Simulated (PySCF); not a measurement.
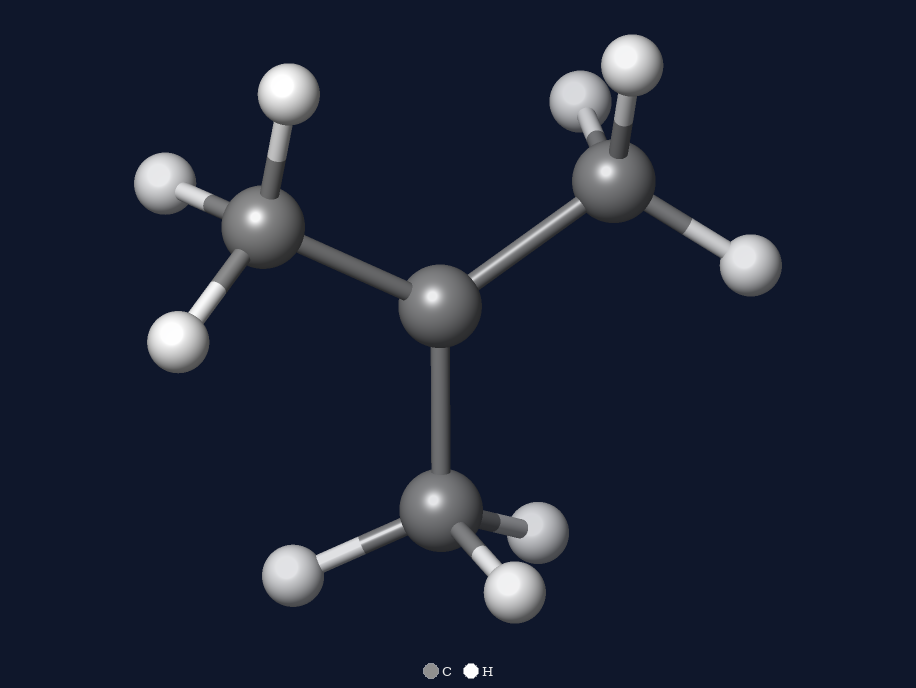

Every bond is drawn as one stick, whatever its order.

State: charge +1, singlet. Computed geometry: PBE0-D3(BJ)/def2-SVP optimisation. No frequency run is at hand to confirm it as a minimum.

> Count the atoms of each element.

C₄H₉⁺, 13 atoms: 4 carbon and 9 hydrogen.

> Count the bonded pairs by element.

9 C–H, 3 C–C.

The parts below concern this one geometry. Atoms keep their numbers from picture to picture.

Shape

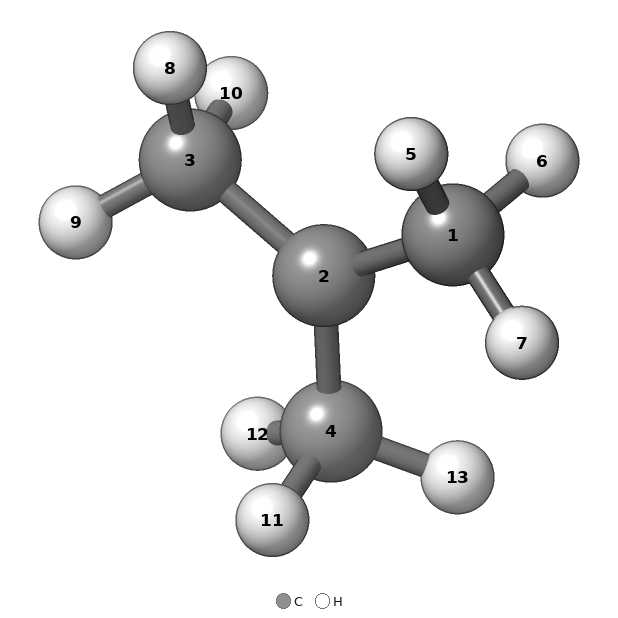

Numbered structure. No frequency run is at hand to confirm it as a minimum.

Which atoms are bonded, and how long are the bonds?

```csv
bond,length (Å),order
C1–C2,1.457,single
C1–H5,1.099,single
C1–H6,1.115,single
C1–H7,1.099,single
C2–C3,1.457,single
C2–C4,1.455,single
C3–H8,1.097,single
C3–H9,1.101,single
C3–H10,1.115,single
C4–H11,1.116,single
C4–H12,1.098,single
C4–H13,1.100,single
```

Excitation

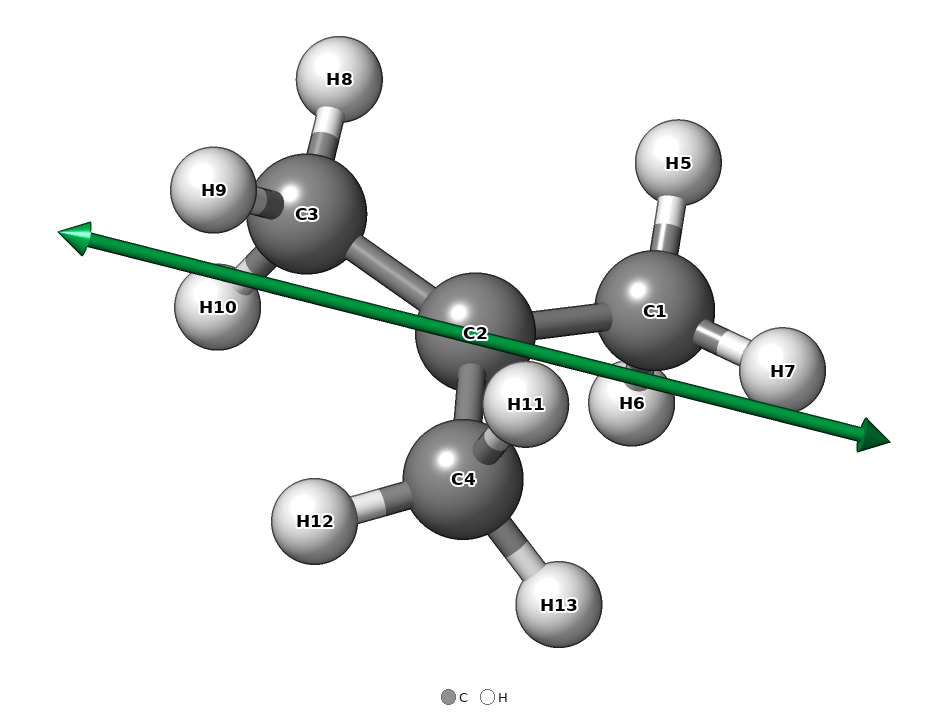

The double arrow shows the direction of the transition dipole to excited singlet state 9 (its length means nothing). No frequency run is at hand to confirm it as a minimum. Method: TDDFT B3LYP/def2-SVPD, vertical, gas phase, core orbitals frozen in the response (PySCF 2.14.0).

> How is the transition polarised?

Close to the long direction C1···C3.

> Where does the transition lie, and how strong is it?

10.65 eV (116 nm), oscillator strength 0.047, mainly HOMO → LUMO+1 (weight 0.99); transition dipole 1.08 D.

NMR shielding

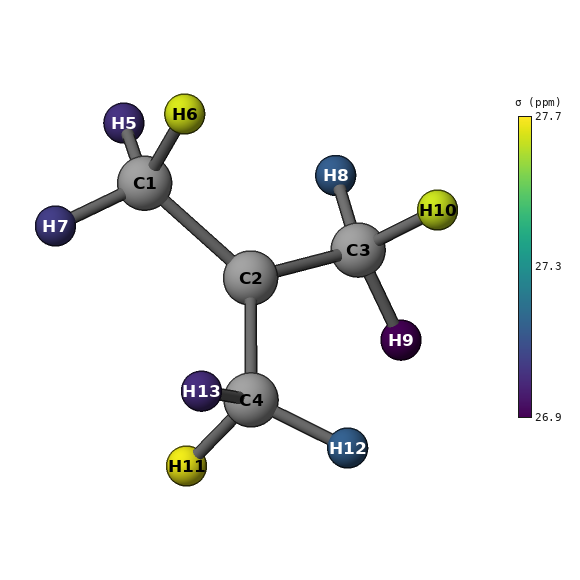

Atoms are coloured by their isotropic NMR shieldings (H only, the others grey). No frequency run is at hand to confirm it as a minimum. Method: GIAO PBE0/pcSseg-1 NMR shielding, non-relativistic, gas phase (PySCF 2.14.0).

Give the isotropic NMR shieldings of the H atoms atom by atom.

| atom | σ (ppm) |
| --- | --- |
| H5 | 27.02 |
| H6 | 27.65 |
| H7 | 27.05 |
| H8 | 27.14 |
| H9 | 26.90 |
| H10 | 27.63 |
| H11 | 27.67 |
| H12 | 27.14 |
| H13 | 27.01 |

Charges

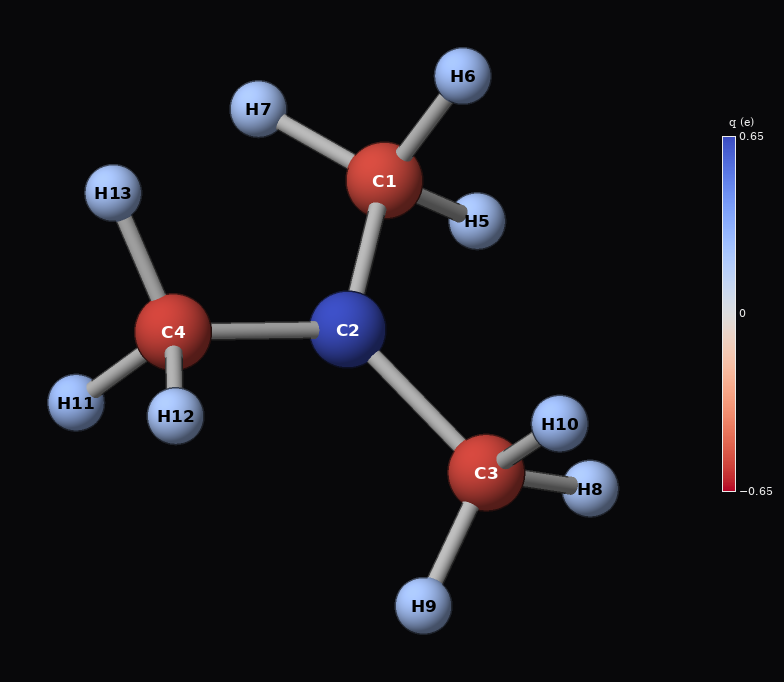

Atoms are coloured by their ESP-fitted charges. No frequency run is at hand to confirm it as a minimum. Level of theory: PBE0/pcSseg-1, gas phase (PySCF 2.14.0).

List the ESP-fitted charges.

```csv
atom,value (e)
C1,−0.54
C2,0.64
C3,−0.55
C4,−0.55
H5,0.22
H6,0.23
H7,0.21
H8,0.21
H9,0.22
H10,0.24
H11,0.24
H12,0.21
H13,0.22
```

Core levels

No frequency run is at hand to confirm it as a minimum. Level of theory: delta-SCF UKS SCAN, pcX-2 on the ionised atom, pcseg-1 elsewhere, spin-free X2C (PySCF 2.14.0).

Give the core-electron binding energies (to vacuum) of C1 1s, C2 1s.

| atom | level | binding energy (eV) |
| --- | --- | --- |
| C1 | 1s | 296.9 |
| C2 | 1s | 299.4 |
